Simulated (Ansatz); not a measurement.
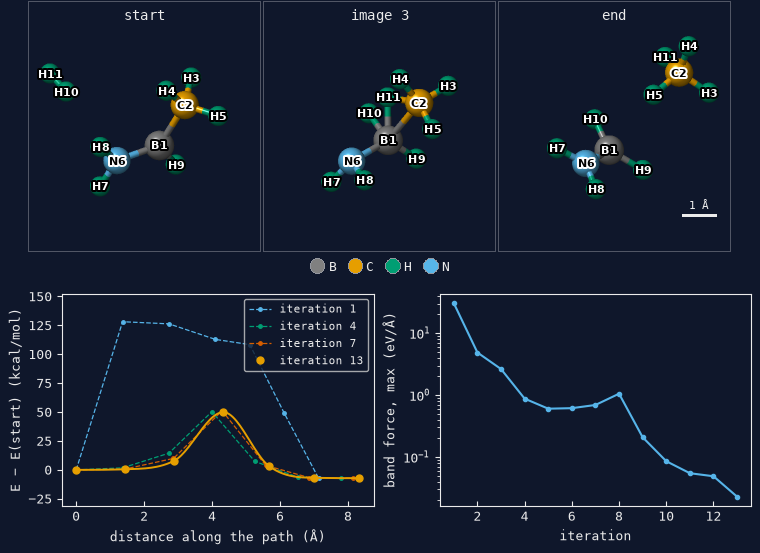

NEB run on CH8BN, made up at the start of CH$_{6}$BN and H$_{2}$. Images are numbered from 0 (start) to 6 (end). The plot follows the band through its iterations. Style: ball-and-stick. Shown at a tilt.

Level of theory: RKS B3LYP-D4/6-31G* (Ansatz). Settings: 5 movable images; climbing image; force threshold 0.03 eV/Å; iteration limit 60; starting path through a guess of the saddle point.

### How did the profile develop, and is the result final?

The result is final at these settings. The band converged in 13 iterations. The largest component of the band force went from 30 to 0.023 eV/Å. The climbing image converged on the top of the path. Its vibrational analysis gives one imaginary mode (1186i cm⁻¹), as a transition state must have. The first iteration put the highest image at 128.2 kcal/mol. Forward barrier 49.9 kcal/mol, backward barrier 57.1 kcal/mol, with image 3 at the top; the reaction energy is −7.1 kcal/mol.

Limits of the set-up: the start holds two separate molecules, 2.8 Å apart at their closest, whose relative position is a soft coordinate.

Cost: 120 s on 1 thread of Arm Neoverse V2, on a shared host, peak memory 0.12 GiB.
